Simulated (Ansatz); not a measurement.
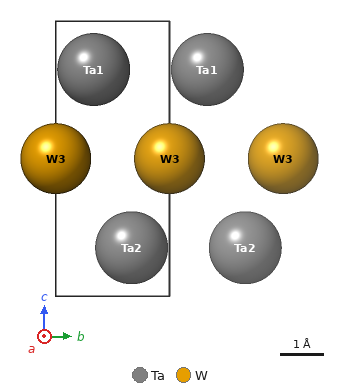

A crystal of Ta₂W (a generated structure, set up in P-3m1), before the relaxation. The picture is a spheres-only view of the cell of the calculation, repeated 1 × 2 × 1 with one cell outlined, seen along the a axis.

Computed with DFT PBE, scalar-relativistic, plane waves, PAW (Ansatz 0.2.0).

The input:
```yaml
crystal:
  lattice:
    - [3.096655715, 0.0, 0.0]
    - [-1.5483278575, 2.681782516, 0.0]
    - [0.0, 0.0, 6.4889677357]
  atoms:
    - { symbol: Ta, position: [0.6666666667, 0.3333333333, 0.8238836915] }
    - { symbol: Ta, position: [0.3333333333, 0.6666666667, 0.1761163085] }
    - { symbol: W, position: [0.0, 0.0, 0.5] }
basis:
  ecutwfc: 420
kpoints:
  mp_grid: { grid: [18, 18, 8] }
hamiltonian:
  xc: pbe
scf:
  occupations: { method: gaussian, width: 0.1 }
output:
  forces: true
  stress: true
  eigenvalues: true
  write_density: true
  write_potential: true
  elf: true
  volumetric_format: npy
relax:
  adjacent_minimum: "off"
  f_tol: 0.01
  max_steps: 80
  cell: { stress_tol: 0.05 }
```

Launched with:
```bash
ansatz run input.yaml --threads 1 --pin off --max-ram 2560MiB --backend cpu --events-out ev --progress --plain --runs-dir out
```

What does the optimiser find from here?

Answer. The energy falls by 2.3 meV per cell of the calculation in 3 accepted moves (5 points after the start). The largest force component goes from 0.14 to 0.0028 eV/Å. The pressure goes from 0.45 to 0.03 GPa. The line search rejected the trial step at point 1 of the run. The SCF was repeated once at an unchanged geometry on a basis and grid sized afresh for the cell, which shifted the energy by less than 0.05 meV per cell of the calculation at most. The largest moves relative to the cell, 0.009 Å, are those of Ta1 and Ta2. Ta1 goes along −c. W stays in place. The drawn cell changes as follows: a = b 3.097 → 3.093 Å (−0.1 %), c 6.489 → 6.521 Å (+0.5 %); the volume changes by +0.2 %. Among the contacts that change: Ta1–Ta2 2.902 → 2.923 Å. The space group stays P-3m1 (No. 164). Cost: 2.1 min on 1 thread of Intel(R) Xeon(R) Processor @ 2.70GHz, on a shared host, peak memory 0.59 GiB.

History of the run:

```csv
step,"E − E(0), meV/atom","largest force component, eV/Å","pressure, GPa","volume, Å³/atom",note
0,0.00,0.1384,0.45,17.963,
1,2.88,0.3144,-1.03,18.134,rejected
2,-0.74,0.0006,0.03,18.004,
3,-0.75,0.0065,-0.09,18.018,
4,-0.76,0.0028,0.03,18.006,
5,-0.77,0.0028,0.03,18.006,"same geometry, new basis"
```

Final geometry:

```
CELL_PARAMETERS angstrom
3.09276 0.00000 0.00000
-1.54638 2.67841 0.00000
0.00000 0.00000 6.52111
ATOMIC_POSITIONS crystal
Ta 0.66667 0.33333 0.82253
Ta 0.33333 0.66667 0.17747
W 0.00000 0.00000 0.50000
```
